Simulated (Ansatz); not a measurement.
# C3H11BOSi: what the fields show

```xyz
17

C     1.1625    0.9103    0.9088
C     0.2700   -0.5678   -1.6970
C     2.1792   -2.3553    1.5997
B     0.1807    2.0415    0.5628
O     1.7169   -1.8953    0.3538
Si    0.5437   -0.7234    0.1418
H    -0.7974    2.2465    1.2442
H     0.3239    2.7022   -0.4399
H     1.2264    0.6900    1.9885
H     2.1717    1.0350    0.4809
H    -0.7012   -1.1448    0.8545
H     1.1759   -0.1829   -2.1918
H     0.0219   -1.5438   -2.1423
H    -0.5562    0.1308   -1.9084
H     2.8568   -3.2079    1.4352
H     2.7421   -1.5747    2.1462
H     1.3518   -2.6969    2.2511
```

Geometry: B3LYP-D3(BJ)/def2-SVP.

Theory: isolated molecule in a Gaussian basis; Kohn-Sham density functional theory, functional PBE0 (Ansatz).

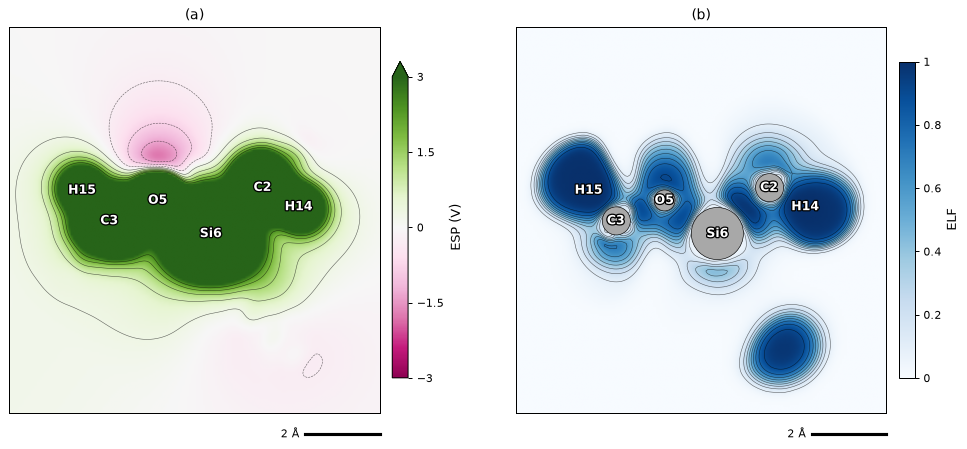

Figure 1. (a) molecular electrostatic potential; (b) electron localisation function on the plane of atoms C2, Si6 and O5. Grey discs cover the atomic cores in the ELF map.

### Interpret the plot.

The section cuts through C, O, Si and H sites. C–O (1.41 Å): the ELF peaks at about 0.90 between the atoms (a polar covalent bond). Si–O (1.67 Å): the ELF peaks at about 0.90 between the atoms, as expected for a shared but strongly polarised pair. C–Si (1.87 Å): the ELF peaks at about 1 between the atoms: a covalent bond. C–H (1.10 Å): the ELF climbs to about 1 towards the hydrogen, as it does in any bond to H: an ordinary covalent bond to hydrogen. The ELF also peaks beside O5, away from the bonds: lone-pair regions. Outside the dense part of the molecule the potential is most negative (−1.8 V) near O5.

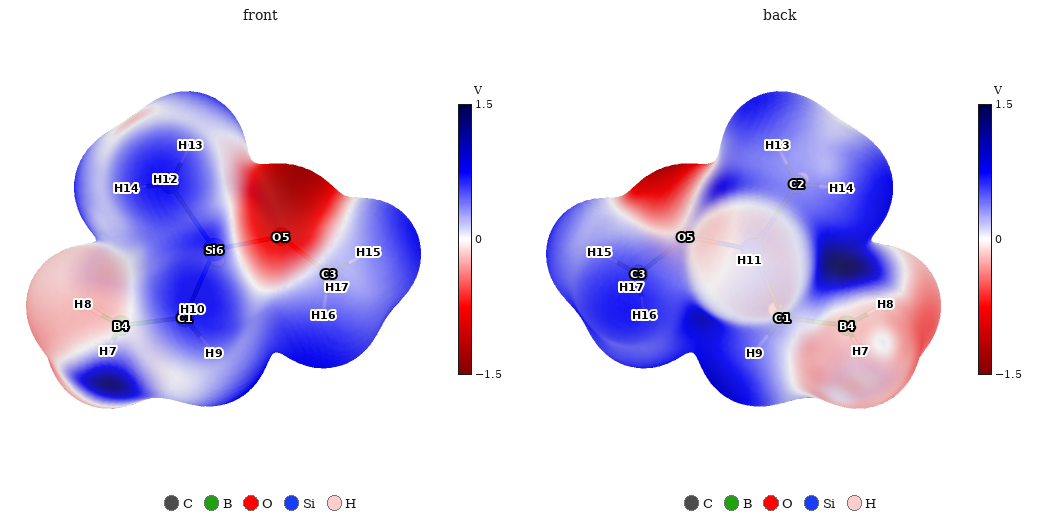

Figure 2. The electrostatic potential painted on the density surface at 0.002 e/bohr³, seen from the front and from behind; the colour scale runs from red (negative) to blue (positive).

### Which sites attract a positive test charge, and which a negative one?

A positive charge is drawn to the negative regions and a negative charge to the positive ones. The most negative region (about −1.3 V) lies over O5, the most positive (about +1.4 V) over B4 and Si6. O5 is the likeliest acceptor of a hydrogen bond.

### What dipole moment does the calculation give?

Its dipole moment is 0.98 D.

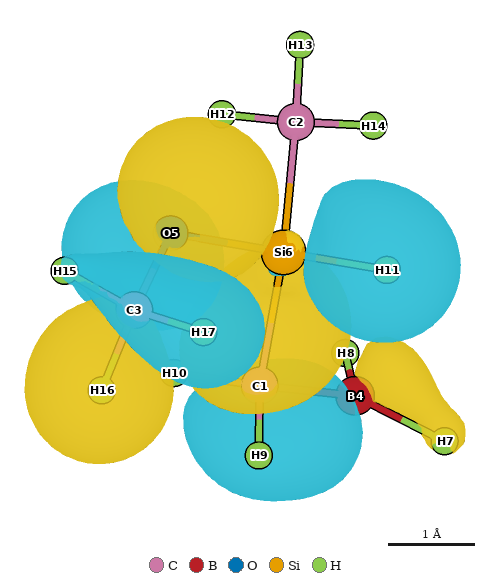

Figure 3. One frontier orbital at ±0.08 Å⁻³ᐟ² (yellow and cyan are the two phases), seen at an oblique angle.

### Which orbital is it: HOMO or LUMO?

The HOMO, at −7.96 eV. By Hirshfeld shares it lies mainly on O5 (about 45 %), C1 (about 15 %), Si6 (about 10 %), C3 (about 10 %) and H11 (about 5 %).
